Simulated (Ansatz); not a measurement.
Cell of cubic BaHfO3 (0 0 1) on zinc-blende InAs (0 0 1) (film strained to the substrate, faces as cut; started ferromagnetic), with its geometry taken from a PBE run:

```yaml
crystal:
  lattice:
    - [4.37261, -0.00121, 0.15516]
    - [-0.00197, 4.37214, 0.15406]
    - [2.11342, 2.09339, 27.52221]
  atoms:
    - { symbol: As, position: [0.12522, 0.59542, 0.08124] }
    - { symbol: As, position: [0.96204, 0.42253, 0.31212] }
    - { symbol: As, position: [0.54191, 0.99866, 0.19904] }
    - { symbol: As, position: [0.78866, 0.26107, 0.54316] }
    - { symbol: As, position: [0.38542, 0.84334, 0.42520] }
    - { symbol: In, position: [0.08212, 0.05396, 0.14229] }
    - { symbol: In, position: [0.65211, 0.31182, 0.04394], spin: 0.5 }
    - { symbol: In, position: [0.92595, 0.88297, 0.36855] }
    - { symbol: In, position: [0.50192, 0.45836, 0.25568] }
    - { symbol: In, position: [0.07489, 0.73486, 0.58019], spin: 0.5 }
    - { symbol: In, position: [0.33038, 0.30350, 0.48196] }
    - { symbol: Ba, position: [0.47638, 0.16998, 0.66507], spin: 0.5 }
    - { symbol: O, position: [0.87997, 0.68535, 0.66205], spin: 0.5 }
    - { symbol: Ba, position: [0.33722, 0.05166, 0.81223] }
    - { symbol: Hf, position: [0.89255, 0.61706, 0.73634] }
    - { symbol: O, position: [0.36211, 0.62728, 0.73707] }
    - { symbol: O, position: [0.87293, 0.13179, 0.73656] }
    - { symbol: O, position: [0.80034, 0.58976, 0.81212] }
    - { symbol: Ba, position: [0.21760, 0.91208, 0.95941], spin: 0.5 }
    - { symbol: Hf, position: [0.77184, 0.49720, 0.88795] }
    - { symbol: O, position: [0.25765, 0.51727, 0.88763] }
    - { symbol: O, position: [0.76208, 0.02806, 0.88713] }
    - { symbol: O, position: [0.70391, 0.51124, 0.96218], spin: 0.5 }
```

Level of theory: PBE (plane waves to 420 eV, PAW; Ansatz, a program for electronic structure). No spin–orbit coupling. Its k-point mesh 5×5×1, Fermi–Dirac width 0.05 eV.

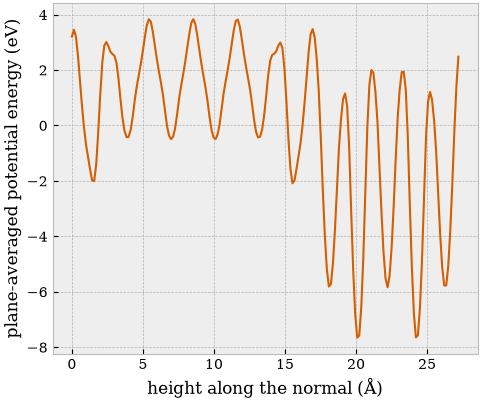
*Smooth (PAW) electrostatic potential energy of an electron, averaged over planes, about its mean*

The curve spans 11.5 eV over the stretch drawn.
